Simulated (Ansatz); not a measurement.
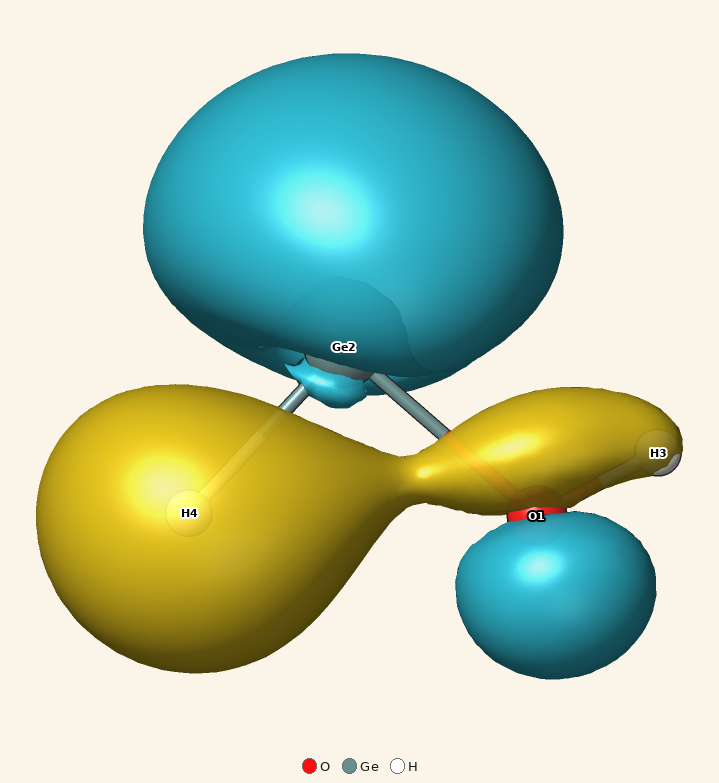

The picture shows: GeH2O. One frontier orbital at ±0.1 Å⁻³ᐟ² (yellow and cyan are the two phases), seen across its widest extent.

Geometry: PBE0-D4/def2-TZVP.

All numbers below come from RKS PBE0-D4/def2-TZVPP in Ansatz.

The calculation's input:

```
crystal:
  periodic: [false, false, false]
  atoms:
    - {symbol: O, position_ang: [-0.122321, -0.662233, 0.516285]}
    - {symbol: Ge, position_ang: [0.511645, 0.566057, -0.621920]}
    - {symbol: H, position_ang: [0.543504, -1.322222, 0.728865]}
    - {symbol: H, position_ang: [-0.877329, 1.358099, -0.643530]}
basis:
  gaussian: {orbitals: def2-TZVPP}
hamiltonian: {xc: pbe0, dispersion: d4}
output: {orbitals: {seedname: orbitals}}
```

Run with:

```sh
ansatz run in.yaml --threads 2 --pin off --events-out ev --progress --plain --max-ram 20480MiB --backend cpu
```

**Which orbital is it: HOMO or LUMO?**

The HOMO, at −6.72 eV. By Hirshfeld shares it lies mainly on Ge2 (about 65 %), H4 (about 20 %) and O1 (about 15 %); it is symmetric in the molecular plane (an in-plane orbital: σ, lone-pair or in-plane π type).
